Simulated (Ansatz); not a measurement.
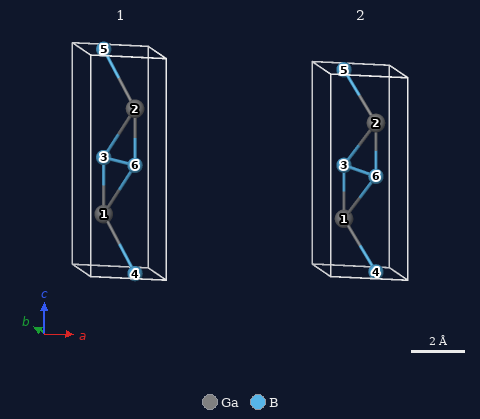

Two geometries of crystalline GaB2 (built on the 2H molybdenite_194 type), drawn at one scale. One is the start of a relaxation, the other its converged end. Style: ball-and-stick. Shown: the cell of the calculation, slightly off an axis.

All numbers below come from Ansatz, DFT PBE, scalar-relativistic, plane waves, PAW. (plane-wave cutoff 420 eV; k-point mesh 12 × 12 × 6; occupations gaussian; smearing width 0.1 eV; no spin polarisation; cell and atoms relaxed; force threshold 0.01 eV/Å; at most 80 steps)

Question: Which geometry has the lower energy?

Answer: Structure 1 is the relaxed one. Case: 2H molybdenite type (P6_3/mmc, No. 194). The largest moves relative to the cell, 0.071 Å, are those of B3, B4, B5 and B6. B4 goes along −c. Ga stays in place. The drawn cell changes as follows: a = b 3.070 → 3.007 Å (−2.1 %), c 7.794 → 8.528 Å (+9.4 %); the volume changes by +5.0 %. Some distances before and after: Ga1–B4 2.553 → 2.711 Å, Ga1–B3 2.059 → 2.182 Å, B3–B6 1.786 → 1.739 Å. Bond angles that change, for instance: Ga2–B6–B3 82.9° → 86.7°. The space group stays P6_3/mmc (No. 194). The energy falls by 95.5 meV per cell of the calculation in 10 accepted moves (12 points after the start). The largest force component goes from 0.055 to under 0.0001 eV/Å. Pressure: 1.20 GPa at the start and 0.00 GPa at the end. At 2 points the geometry stayed and the basis and grid were re-selected for the new cell (energy shift of 7.7 meV per cell of the calculation at most each time).
